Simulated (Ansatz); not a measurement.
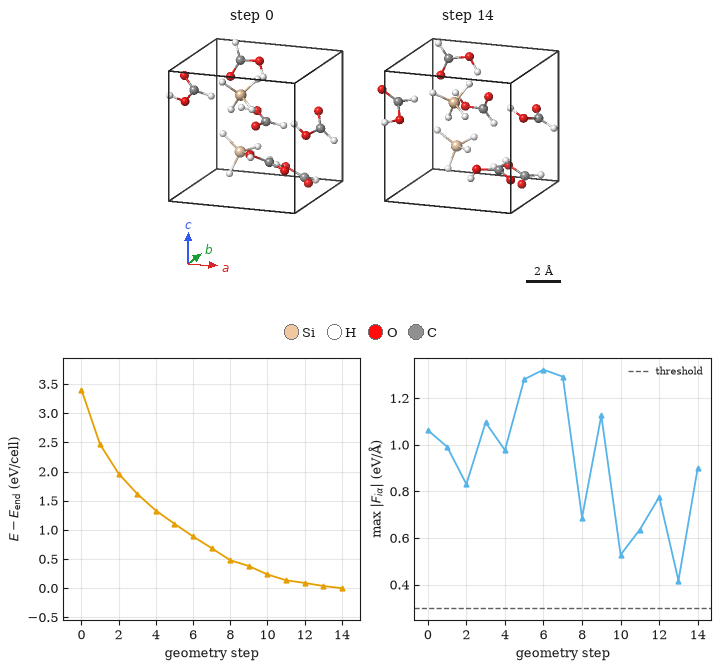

First and last geometry of a relaxation of an amorphous cell of composition SiH10C3O6, with the history of the run. A ball-and-stick model of the cell of the calculation (origin shifted), seen slightly off an axis.

The cell holds 2 SiH4 + 6 HCOOH. The run prepares the start of a later molecular dynamics calculation, from a guessed geometry.

Theory: DFT PBEsol, scalar-relativistic, plane waves, PAW in Ansatz. (plane-wave cutoff 420 eV; k-point mesh 1 × 1 × 1; occupations fermi dirac; smearing width 0.02 eV; no spin polarisation; atoms relaxed in a fixed cell; force threshold 0.3 eV/Å; at most 15 steps)

Did the run converge, and what did it change?

The relaxation stopped without meeting its thresholds, so the last structure isn't shown to be converged. It used up its limit of 15 steps. The largest move is that of an O atom, 2.01 Å along [1 1 2]. By element the largest moves are O 2.01 Å, H 1.60 Å, C 1.12 Å, Si 0.61 Å. The lattice vectors keep their values. Some distances before and after: H–O 0.980 → 1.060 Å, C–O 1.350 → 1.292 Å, H–O 0.980 → 1.035 Å, H–Si 1.483 → 1.510 Å. Bond angles that change, for instance: O–C–H 125.5° → 121.0°, H–Si–H 109.5° → 113.9°, O–C–H 109.4° → 113.6°. The energy falls by 3.407 eV per cell of the calculation in 14 geometry steps. Largest force component: 1.1 eV/Å at the start, 0.9 eV/Å at the end. Cost: 74 s on 1 thread of Arm Neoverse V1, with other jobs on the host, peak memory 0.48 GiB.

| step | E − E(0), meV/atom | largest force component, eV/Å |
| --- | --- | --- |
| 0 | 0.00 | 1.0626 |
| 1 | -23.49 | 0.9918 |
| 2 | -36.06 | 0.8312 |
| 3 | -44.70 | 1.0956 |
| 4 | -51.88 | 0.9769 |
| 5 | -57.53 | 1.2805 |
| 6 | -62.98 | 1.3221 |
| 7 | -68.00 | 1.2921 |
| 8 | -73.17 | 0.6879 |
| 9 | -75.67 | 1.1259 |
| 10 | -79.28 | 0.5284 |
| 11 | -81.77 | 0.6367 |
| 12 | -82.91 | 0.7760 |
| 13 | -84.22 | 0.4176 |
| 14 | -85.16 | 0.9015 |

Limits of the set-up: the program's low-accuracy preset was used; the periodic images lie only 8.0 Å apart, so the values are limited by the cell's size.
